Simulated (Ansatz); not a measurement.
# KTaO3, response to strain

Take KTaO3 in the cubic perovskite structure (space group Pm-3m, No. 221; a = 3.989 Å) as the base.

Strains are applied to the cell and any free atomic positions relax.

Level of theory: r2SCAN (Ansatz, a quantum-chemistry and plane-wave program), without spin-orbit coupling, earlier PAW set.

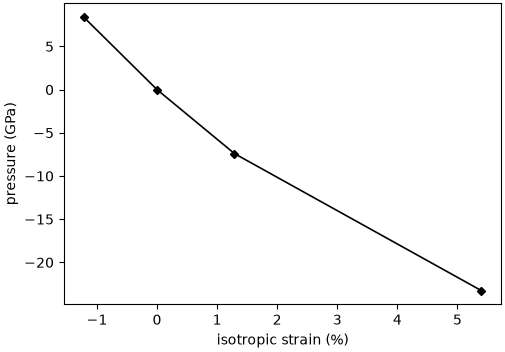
Figure: Pressure against isotropic strain

```tsv
isotropic strain (%)	pressure
-1.22	84.0 kbar
1.29	-74.1 kbar
5.4	-232.7 kbar
```

Stability against distortions was not tested.
